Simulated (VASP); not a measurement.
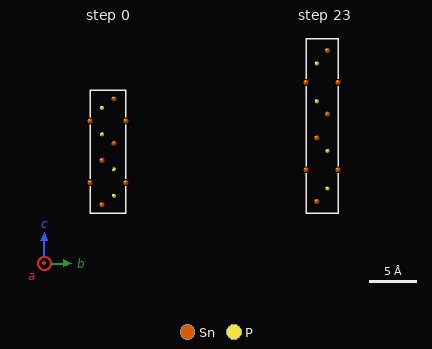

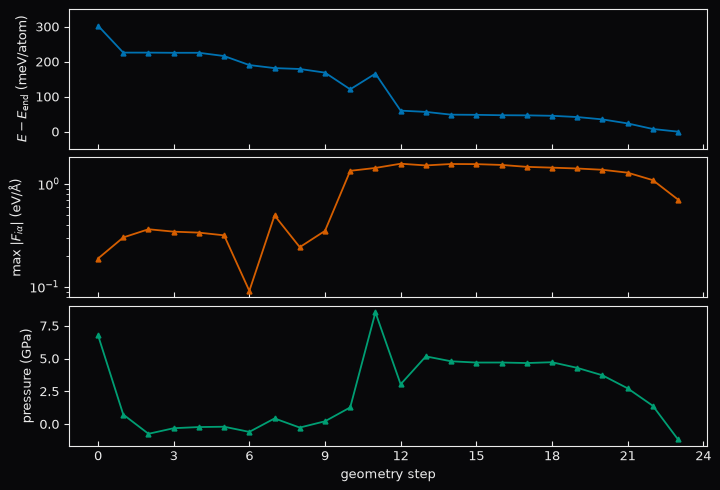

First and last geometry of a relaxation of solid Sn3P2 (a generated structure, set up in P6_3/mmc), with the history of the run. A ball-and-stick model of the cell of the calculation, seen along the a axis.

The run lets cell and atoms move.

Method: VASP, Kohn-Sham DFT of a periodic cell, PBE, VASP PAW PBE potentials, recommended.

Input file:
```
SYSTEM = Sn3P2
  PREC = Normal
  ENCUT = 520
  EDIFF = 1E-4
  ISMEAR = 0
  SIGMA = 0.15
  LREAL = Auto
  LASPH = .True.
  NELM = 60
  ALGO = Fast
  ISIF = 3
  LWAVE = .False.
  LCHARG = .False.
  GGA = PE
  IBRION = 2
  NSW = 24
  EDIFFG = -0.08
```

Run as
```bash
cat potpaw_PBE.64/Sn_d/POTCAR potpaw_PBE.64/P/POTCAR > POTCAR
mpirun -np 1 vasp_std > vasp.out
```

Q: Did the run converge, and what did it change?

A: The relaxation stopped without meeting its thresholds, so the last structure isn't shown to be converged. The largest moves relative to the cell, 0.035 Å, are those of Sn atoms. By element the largest moves are Sn 0.035 Å, P 0.022 Å. Cell: a = b 4.429 → 3.971 Å (−10.3 %), c 13.245 → 18.789 Å (+41.8 %). Volume +14.0 %. Among the contacts that change: P–P 2.835 → 4.064 Å, P–Sn 2.821 → 3.946 Å, P–Sn 2.924 → 3.064 Å, P–Sn 2.734 → 2.678 Å. Bonds break, among them: P–Sn (2.82 → 3.95 Å). Bond angles that change, for instance: P–Sn–P 58.0° → 83.1°, P–Sn–P 98.5° → 80.8°, Sn–P–Sn 98.5° → 80.8°. The space group stays P6_3/mmc (No. 194). After 23 geometry steps the energy has fallen by 303 meV per atom. Largest force component: 0.19 eV/Å at the start, 0.7 eV/Å at the end. The pressure goes from 6.78 to −1.18 GPa. The volume changes by over a tenth within one run on a fixed set of plane waves, so the end point should be relaxed again from the new cell. It ran on 1 thread of Intel(R) Xeon(R) 6975P-C (Granite Rapids), on a shared host.
